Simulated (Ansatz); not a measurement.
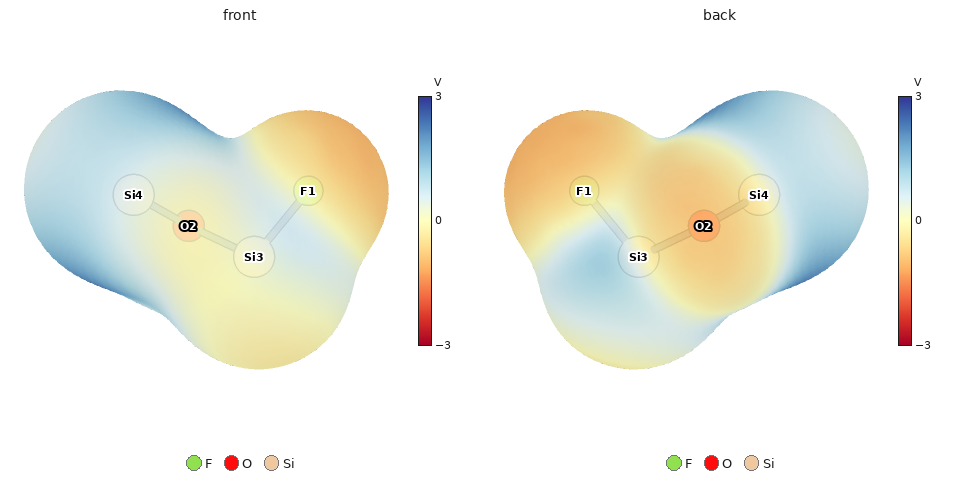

The picture shows: FOSi2 (doublet). The electrostatic potential painted on the density surface at 0.002 e/bohr³, seen from the front and from behind; red is negative and blue positive.

Geometry: r2SCAN-D4/def2-SVP.

Computed with isolated molecule in a Gaussian basis; Kohn-Sham density functional theory, functional PBE0 (Ansatz 0.2.0).

Which sites attract a positive test charge, and which a negative one?

A positive charge is drawn to the negative regions and a negative charge to the positive ones. The most negative region (about −1.1 V, or −25 kcal/mol for a unit charge) lies over F1, the most positive (about +2.2 V, or +51 kcal/mol for a unit charge) over Si4.

How polar is the molecule by this calculation?

Its dipole moment is 2.23 D.
